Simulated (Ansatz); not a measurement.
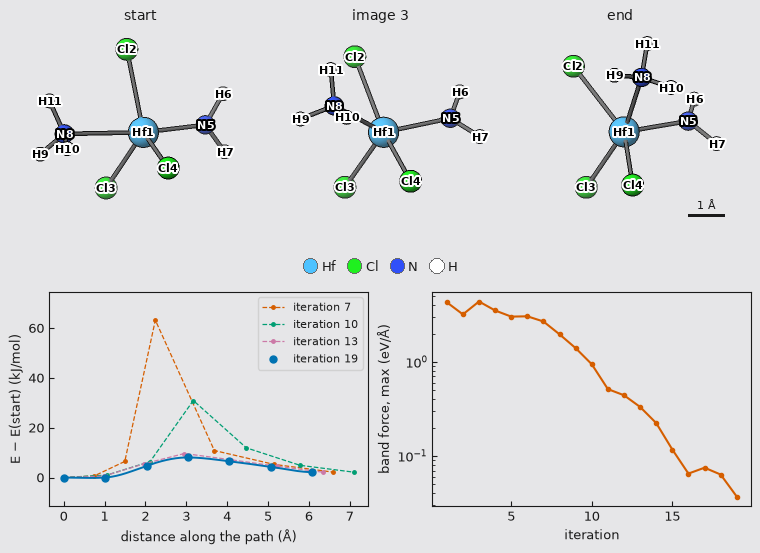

A nudged-elastic-band calculation for HfN2H5Cl3. Images are numbered from 0 (start) to 6 (end). The plot follows the band through its iterations. A ball-and-stick model, seen at a tilt.

The calculation used Ansatz 0.2.0, RKS PBE-D4/def2-SVP. Run with 5 movable images; climbing image; force threshold 0.05 eV/Å; iteration limit 60; starting path through a guess of the saddle point.

Did the band converge, and can the barrier be trusted?

Answer. The run is converged, with reservations. The band converged in 19 iterations. The largest component of the band force went from 4.3 to 0.037 eV/Å. The climbing image converged on the top of the path. Its vibrational analysis gives 2 imaginary modes over 30i cm⁻¹, so it isn't confirmed as a transition state. The first iteration put the highest image at 412.4 kJ/mol. The energy climbs by 8.1 kJ/mol to image 3 and then falls by 5.9 kJ/mol, so the end point sits at +2.2 kJ/mol.

The run took 3.5 min on 4 threads of Arm Neoverse V2 (shared host), peak memory 0.24 GiB.
